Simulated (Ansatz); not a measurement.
**One shape, several levels: PHF2 (SMILES FPF)**

Wanted: a comparison of 6 runs (B3LYP/STO-3G, BLYP/STO-3G, HSE06/STO-3G, r2SCAN/STO-3G, wB97X/STO-3G, CCSDT(Q)/STO-3G) of PHF2. 

The calculation is run with Ansatz 0.2.0.

65 further runs of the same task are left out: 6 that didn't finish, 59 set aside as unsound or not needed.

**1. Starting point**

PHF2 has 4 atoms, charge 0, and is taken as a singlet. SMILES: `FPF`. The P2–F1 distance was set to 2.021 Å, away from the relaxed value.

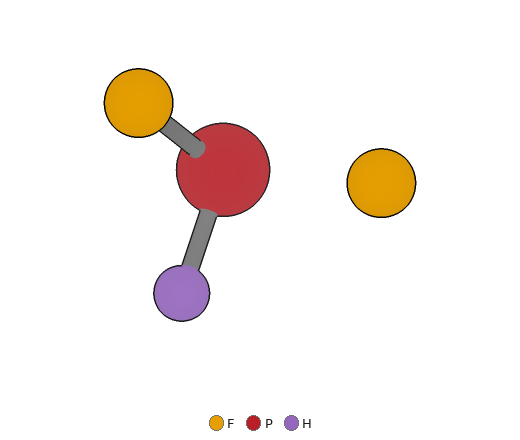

Viewed from a chosen angle; fluorine amber, phosphorus red, hydrogen purple.

**2. The energy at B3LYP/STO-3G (run 1)**

input.yaml

```yaml
crystal:
  periodic: [false, false, false]
  atoms:
    - {symbol: F, position_ang: [1.506053, 0.863086, -0.190066]}
    - {symbol: P, position_ang: [-0.020800, -0.433020, -0.460000]}
    - {symbol: F, position_ang: [-1.177160, 0.665480, -0.195640]}
    - {symbol: H, position_ang: [-0.002740, -0.836340, 0.899690]}
basis:
  gaussian: {orbitals: STO-3G}
hamiltonian: {xc: {name: B3LYP}}
accuracy: high
```

Started as:

```console
$ ansatz run input.yaml --threads 1 --pin off --max-ram 2610MiB --events-out events.jsonl --progress --plain --runs-dir runs
```

Log:

```text
Warning: RAYON_NUM_THREADS=1 ignored (pool sized by the plan → 1); use --threads N
Functional definition: B3LYP
  name "B3LYP"
  parameter a0 = 0.2
  parameter ax = 0.72
  parameter ac = 0.81
  exchange = (1 - a0 - ax)*slater_x + ax*b88_x + a0*exact_x
  correlation = (1 - ac)*vwn_rpa_c + ac*lyp_c
353 factors; integrals over basis functions are off by at most 2.7e-8 eV
mean field evaluation 1: about -14548.3327 eV, gradient 2.8e1 eV
mean field evaluation 2: about -14506.5123 eV, gradient 1.3e2 eV
mean field evaluation 4: about -14552.0505 eV, gradient 8.0e0 eV
mean field evaluation 8: about -14552.3243 eV, gradient 1.7e-1 eV
mean field evaluation 16: about -14552.3245 eV, gradient 1.3e-6 eV
mean field -14552.32452205 eV, -534.7880622656 hartree, gradient 3.0e-8 eV, S^2 0.000000; 0 other end points of the search recorded, 0 dependent functions left out
reference -14552.32454169 eV, -534.7880629871 hartree; 17, 17 occupied and 3, 3 virtual orbitals, 353 factors
Total energy: -14552.32454169 eV, -534.7880629871 hartree
```

Wall time 1.1 s (1 thread of Arm Neoverse V1, shared host); peak memory 0.091 GiB.

**3. The energy at BLYP/STO-3G (run 2)**

input.yaml, as its differences from that of step 2:

```diff
@@ -9,3 +9,3 @@
   gaussian: {orbitals: STO-3G}
-hamiltonian: {xc: {name: B3LYP}}
 accuracy: high
+hamiltonian: {xc: {name: BLYP}}
```

Started as:

```console
$ ansatz run input.yaml --threads 1 --pin off --max-ram 2610MiB --events-out events.jsonl --progress --plain --runs-dir runs
```

Log:

```text
Warning: RAYON_NUM_THREADS=1 ignored (pool sized by the plan → 1); use --threads N
Functional definition: BLYP
  name "BLYP"
  parameter beta = 0.0042
  parameter a = 0.04918
  parameter b = 0.132
  parameter c = 0.2533
  parameter d = 0.349
  exchange = b88_x(beta = beta)
  correlation = lyp_c(a = a, b = b, c = c, d = d)
353 factors; integrals over basis functions are off by at most 2.7e-8 eV
mean field evaluation 1: about -14547.0547 eV, gradient 2.7e1 eV
mean field evaluation 2: about -14413.2453 eV, gradient 2.0e2 eV
mean field evaluation 4: about -14549.8208 eV, gradient 1.1e1 eV
mean field evaluation 8: about -14550.3046 eV, gradient 1.7e-1 eV
mean field evaluation 16: about -14550.3047 eV, gradient 2.3e-7 eV
mean field -14550.30473559 eV, -534.7138364820 hartree, gradient 4.8e-8 eV, S^2 0.000000; 0 other end points of the search recorded, 0 dependent functions left out
reference -14550.30476241 eV, -534.7138374678 hartree; 17, 17 occupied and 3, 3 virtual orbitals, 353 factors
Total energy: -14550.30476241 eV, -534.7138374678 hartree
```

It took 0.99 s on 1 thread of Arm Neoverse V1, shared host; peak memory 0.091 GiB.

Runs 3 to 4 aren't shown in full; the table further down has their settings and results.

**4. The energy at wB97X/STO-3G (run 5)**

input.yaml, as its differences from that of step 3:

```diff
@@ -9,3 +9,3 @@
   gaussian: {orbitals: STO-3G}
+hamiltonian: {xc: {name: wB97X}}
 accuracy: high
-hamiltonian: {xc: {name: BLYP}}
```

Started as:

```console
$ ansatz run input.yaml --threads 1 --pin off --max-ram 2610MiB --events-out events.jsonl --progress --plain --runs-dir runs
```

Log, cut to the lines that bear on the results:

```text
Warning: RAYON_NUM_THREADS=1 ignored (pool sized by the plan → 1); use --threads N
Functional definition: wB97X
  name "wB97X"
[...]
      + exact_x_lr(omega)
[...]
      + integral(e_c_pw_opposite_spin*poly(b97_u_opposite, 1, cos1, cos2, cos3, cos4))
353 factors; integrals over basis functions are off by at most 2.7e-8 eV
133 factors; integrals over basis functions are off by at most 9.3e-10 eV
[...]
mean field -14551.73904187 eV, -534.7665462659 hartree, gradient 1.5e-8 eV, S^2 0.000000; 0 other end points of the search recorded, 0 dependent functions left out
reference -14551.73904081 eV, -534.7665462267 hartree; 17, 17 occupied and 3, 3 virtual orbitals, 353 factors
Total energy: -14551.73904081 eV, -534.7665462267 hartree
```

Wall time 4.8 s (1 thread of Arm Neoverse V1, shared host); peak memory 0.23 GiB.

**5. A single-point energy at CCSDT(Q)/STO-3G (run 6)**

input.yaml, as its differences from that of step 4:

```diff
@@ -9,3 +9,5 @@
   gaussian: {orbitals: STO-3G}
-hamiltonian: {xc: {name: wB97X}}
+magnetization: {spin_polarized: false}
+correlation: {method: ccsdt_q, frozen_orbitals: {F: 1, H: 0, P: 5}}
 accuracy: high
+scf: {omitted_lower_state_checks: [cluster_reference, increment]}
```

Started as:

```console
$ ansatz run input.yaml --threads 1 --pin off --max-ram 2610MiB --events-out events.jsonl --progress --plain --runs-dir runs
```

Log:

```text
Warning: RAYON_NUM_THREADS=1 ignored (pool sized by the plan → 1); use --threads N
[... 11 lines left out ...]
7 core orbitals not correlated: weight in the atoms' cores, before any rotation towards them, 1.000 or more for the frozen orbitals, at most 0.000 for the correlated occupied ones
[... 36 lines left out ...]
Total energy: -14520.20812592 eV, -533.6078064772 hartree
Checks for a lower state left out: cluster_reference, increment
```

It took 0.36 s on 1 thread of Arm Neoverse V1, shared host.

**6. Overview of the runs**

| run | level | frozen core orbitals | energy (Eh) | wall time |
| --- | --- | --- | --- | --- |
| 1 | B3LYP/STO-3G | – | -534.788063 | 1.1 s |
| 2 | BLYP/STO-3G | – | -534.713837 | 0.99 s |
| 3 | HSE06/STO-3G | – | -534.503627 | 1.3 s |
| 4 | r2SCAN/STO-3G | – | -534.740312 | 2.4 s |
| 5 | wB97X/STO-3G | – | -534.766546 | 4.8 s |
| 6 | CCSDT(Q)/STO-3G | 7 | -533.607806 | 0.36 s |

**7. Summary of results**

| quantity | value |
| --- | --- |
| run 6: total energy | -533.60781 Eh |
| run 6: correlation energy (7 core orbitals frozen) | -130.1 mEh |
| run 6: T1 diagnostic | 0.016 |

**Reading.** Totals of different functionals can't be ranked against each other. In run 6 the log says that unrestricted orbitals would lower the reference, so the values rest on an unstable closed-shell determinant (other closed-shell runs at this shape may share the fault). In runs 1, 2, 3, 4, 5, 6 the basis is minimal, so the values are rough. All runs together took 11 s, the longest 4.8 s.
